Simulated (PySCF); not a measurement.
**C5H8F2O: density, localisation and related maps**

The calculation's input:

```
{"job": {"kind": "nmr", "xc": "PBE0", "basis": "pcSseg-1", "pop": false}, "charge": 0, "multiplicity": 1}
F      1.094200     1.175400     1.332700
C      0.227000     1.070500     0.255100
C     -1.190900     0.833600     0.685300
C     -1.499000    -0.568900     1.058300
C     -1.019600    -1.509400    -0.008500
C      0.396100    -1.143800    -0.433200
F      1.246900    -1.477900     0.594800
O      0.661700     0.154900    -0.696300
H      0.314200     2.091900    -0.291600
H     -1.818400     1.106100    -0.178300
H     -1.387100     1.552700     1.479900
H     -2.532600    -0.772400     1.126800
H     -0.897400    -0.826200     2.012200
H     -0.994000    -2.542800     0.309300
H     -1.672500    -1.606900    -0.828800
H      0.701200    -1.747600    -1.323900
```

Launched as:

```sh
OMP_NUM_THREADS=1 python probes_run.py task.json out
```

Geometry: GFN2-xTB, MD frame at 250 fs, 400 K.

These are results of PBE0/pcSseg-1, SCF density, gas phase, non-relativistic (PySCF 2.14.0), not measurements.

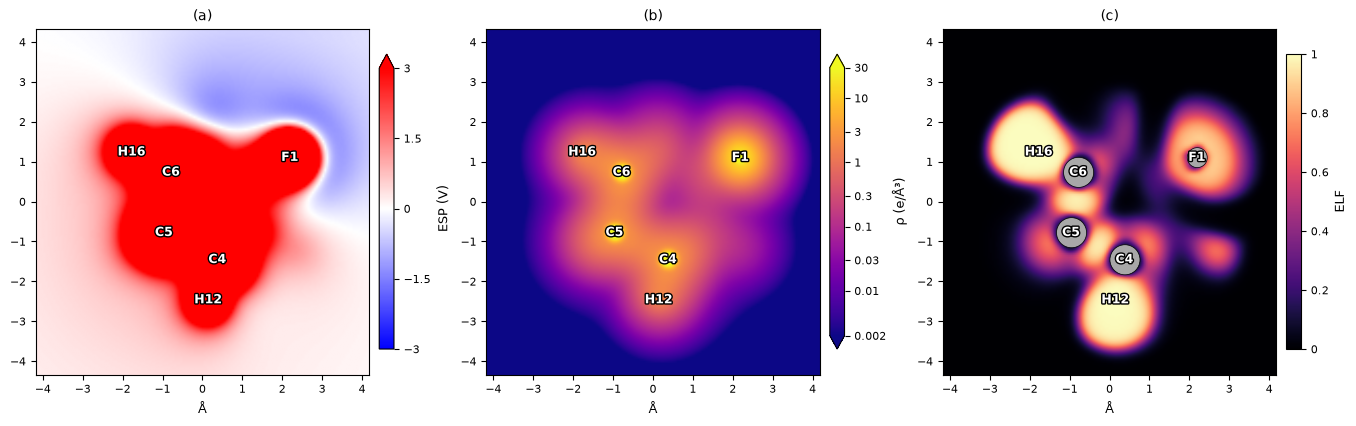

Figure 1. (a) electrostatic potential; (b) total electron density; (c) electron localisation function on the plane of atoms C4, C5 and C6. Grey discs cover the atomic cores in the ELF map.

Question: Describe what can be read from this map.

Answer: Atoms in the plane: F, C and H.
C–C (1.50 Å): the density is about 1.7 e/Å³ at the midpoint; the ELF peaks at about 0.95 between the atoms: a covalent bond.
C–H (1.06 Å): ρ is about 2.1 e/Å³ halfway; the ELF climbs to about 1 towards the hydrogen, as it does in any bond to H (an ordinary covalent bond to hydrogen).
The ELF also peaks beside F1, away from the bonds: lone-pair regions.
Outside the dense part of the molecule the potential is most negative (−1.3 V) near F1.

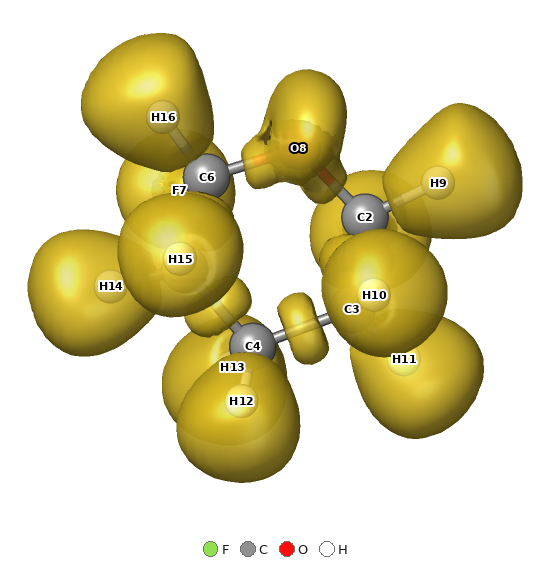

Figure 2. Isosurface of the ELF at 0.75 (yellow), seen at a tilt. Core shells and regions of very low density are left out.

Question: Identify the bonds, lone pairs and shells in this picture.

Answer: The ELF exceeds this value in four regions between bonded C–C atoms (shared pairs), eight regions around hydrogen nuclei, two regions on F in which the atom's valence shell and bonds are merged and one region on O in which the atom's valence shell and bonds are merged. Profiles from the grid: C–O (1.35 Å): the ELF peaks at about 0.90 between the atoms; a polar covalent bond. C–F (1.38 Å): the ELF peaks at about 0.85 between the atoms, as expected for a polar covalent bond.

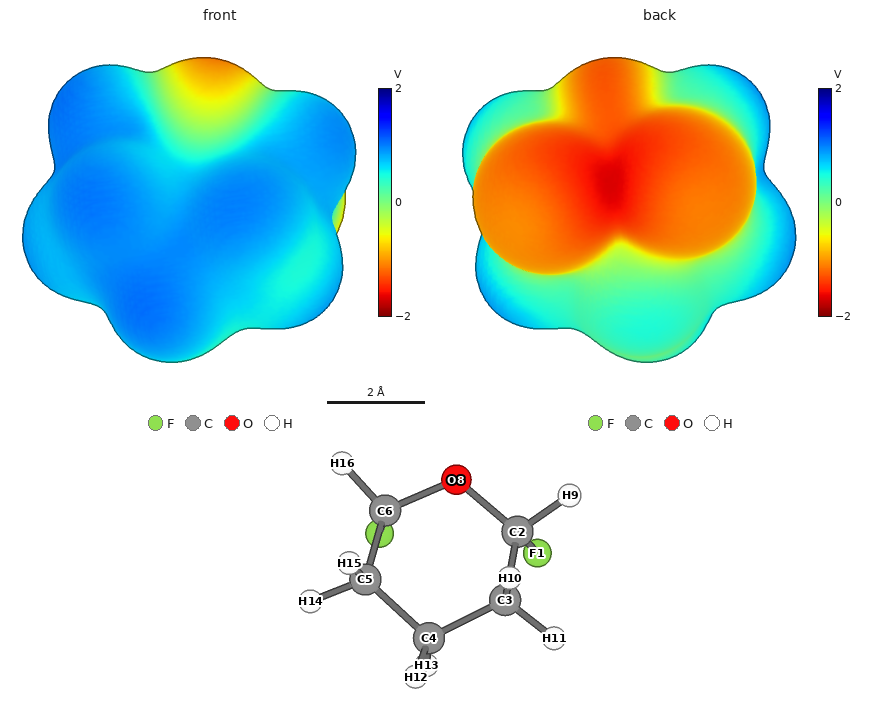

Figure 3. The molecular electrostatic potential painted on the density surface at 0.002 e/bohr³, seen from the front and from behind; the colour scale runs from red (negative) to blue (positive). The bare structure is drawn below in the same view.

Question: Where is the surface potential most negative and most positive?

Answer: The most negative region (about −1.6 V) lies over F1 and F7, the most positive (about +1.0 V) over C5, H12, H15 and H16.

Question: How polar is the molecule by this calculation?

Answer: Its dipole moment is 3.65 D.
